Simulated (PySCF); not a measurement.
## Electronic structure of C3H4N2O (SMILES N#CCC(N)=O) in real space

```xyz
10

N     2.4630   -0.7157    0.0073
C     1.3223   -0.9100   -0.0336
C    -0.1192   -1.0743   -0.0867
C    -0.9430    0.2245   -0.1055
N    -0.2403    1.3752   -0.0483
O    -2.1483    0.1571   -0.1631
H    -0.4637   -1.6618    0.7780
H    -0.4006   -1.6457   -0.9845
H     0.7705    1.3944   -0.0252
H    -0.7529    2.2468   -0.0734
```

Geometry: PBE0-D3(BJ)/def2-SVP.

Level of theory: PySCF, B3LYP/def2-SVPD, SCF density, gas phase.

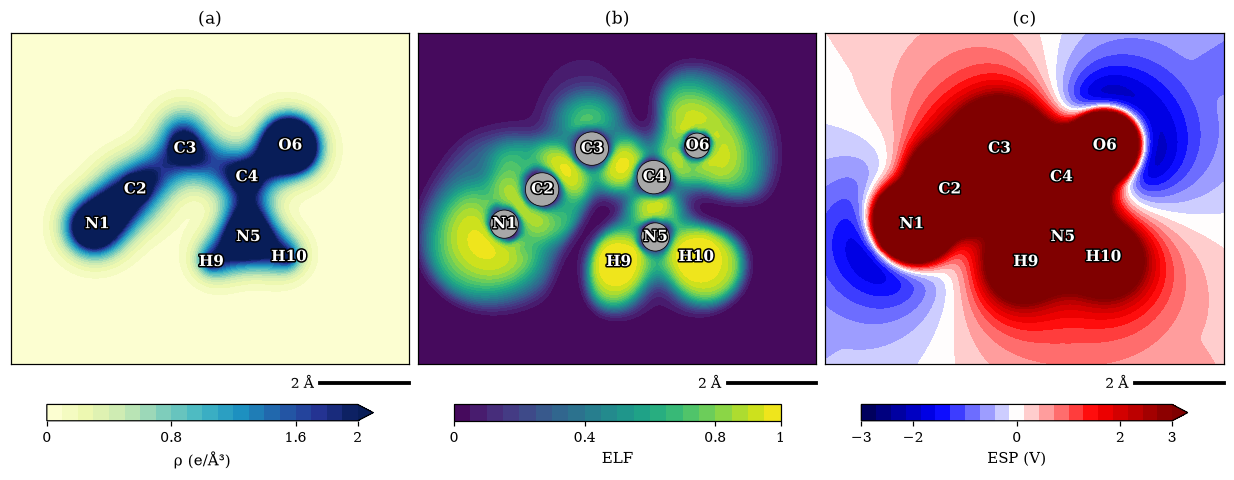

Figure 1. (a) total electron density; (b) electron localisation function; (c) electrostatic potential on the plane of atoms N5, C4 and O6. Grey discs cover the atomic cores in the ELF map.

Question: Interpret the plot.

Answer: Atoms in the plane: N, C, O and H.
C–N (1.16 Å): ρ at the midpoint is about 3.5 e/Å³; the ELF peaks at about 0.90 between the atoms; a multiple bond.
C–O (1.21 Å): ρ is about 3.3 e/Å³ halfway; the ELF peaks at about 0.90 between the atoms; a multiple bond.
C–C (1.45 Å): ρ at the midpoint is about 1.8 e/Å³; the ELF peaks at about 0.95 between the atoms: localised, covalent bonding.
N–H (1.01 Å): the density is about 2.9 e/Å³ at the midpoint; the ELF climbs to about 1 towards the hydrogen, as it does in any bond to H (a covalent bond by its length).
C–C (1.54 Å): the density is about 1.6 e/Å³ at the midpoint; the ELF peaks at about 0.95 between the atoms; localised, covalent bonding.
The ELF also peaks beside N1 and O6, away from the bonds: lone-pair regions.
Outside the dense part of the molecule the potential is most negative (−1.9 V) near O6.

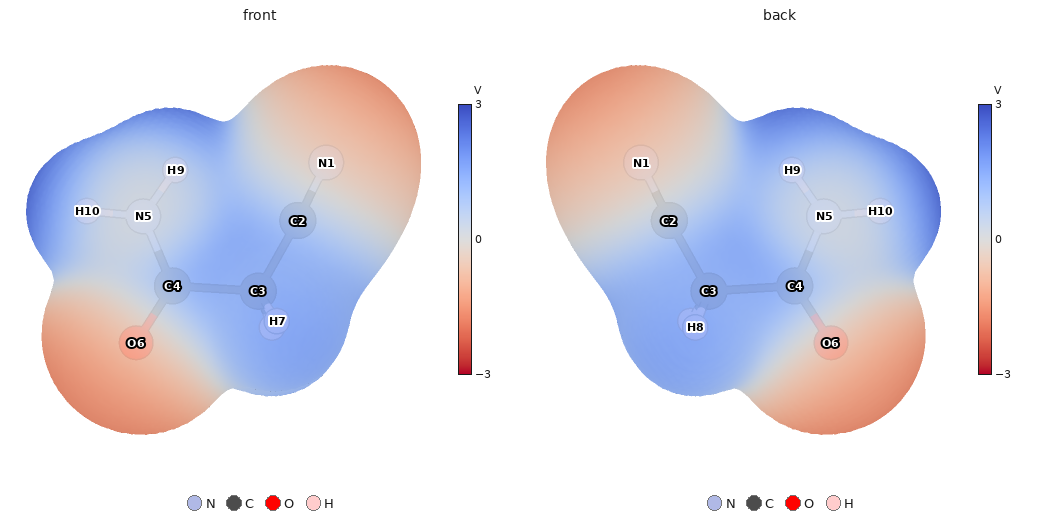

Figure 2. The molecular electrostatic potential painted on the density surface at 0.002 e/bohr³, seen from the front and from behind; the colour scale runs from red (negative) to blue (positive).

Question: Describe the electrostatic potential map.

Answer: The most negative region (about −1.6 V, or −37 kcal/mol for a unit charge) lies over O6, the most positive (about +2.4 V, or +55 kcal/mol for a unit charge) over H10. O6 is the likeliest acceptor of a hydrogen bond.

Question: How polar is the molecule by this calculation?

Answer: Its dipole moment is 0.81 D.

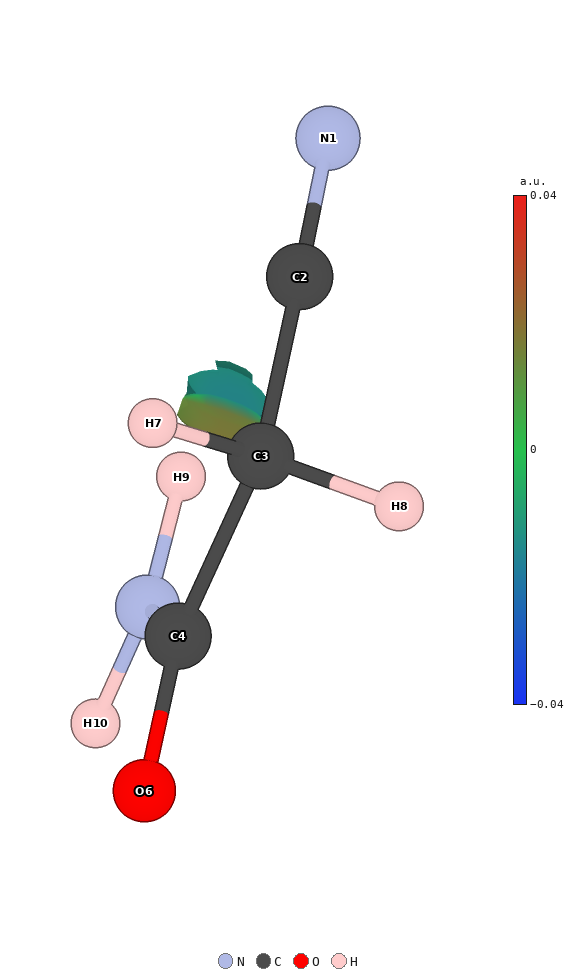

Figure 3. Non-covalent interaction (NCI) plot: the surface where the reduced density gradient is 0.4, for densities under 0.05 a.u., coloured by sign(λ₂)ρ; seen at an oblique angle.

Question: What holds or crowds the atoms apart from the covalent bonds?

Answer: Between H9 and N5 on one side and C2 and C3 on the other: a weak contact, attractive (blue-green) on one side and crowded (olive to red) on the other.
